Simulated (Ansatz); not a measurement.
The structure below was relaxed with Ansatz (an electronic-structure program) PBE, no SOC, at pressure 9 GPa.

```
CELL_PARAMETERS angstrom
      0.00000     1.96330     1.96330
      1.96330     0.00000     1.96330
      1.96330     1.96330     0.00000
ATOMIC_POSITIONS crystal
  Pt 0.00000 0.00000 0.00000
```

### Question
Find the space group and the Wyckoff positions.

### Answer
Space group Fm-3m (No. 225); a = 3.927 Å, b = 3.927 Å, c = 3.927 Å, α = 90.00°, β = 90.00°, γ = 90.00°

| atom | site | symmetry | x | y | z |
|---|---|---|---|---|---|
| Pt | 4a | m-3m | 0.0000 | 0.0000 | 0.0000 |

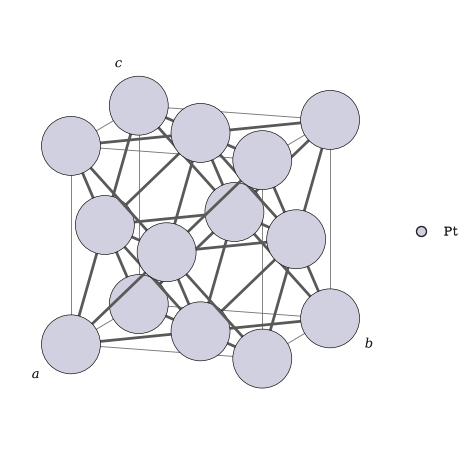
*The conventional cell*

Load acts through the strain it causes; cell and atoms are relaxed under it. No phonon test of stability was made. Competing high-pressure phases were not computed. The final runs are not spin-polarised. The cell was made from Pt in the fcc (Cu type) structure (space group Fm-3m, No. 225) by this change: pressure 9 GPa.
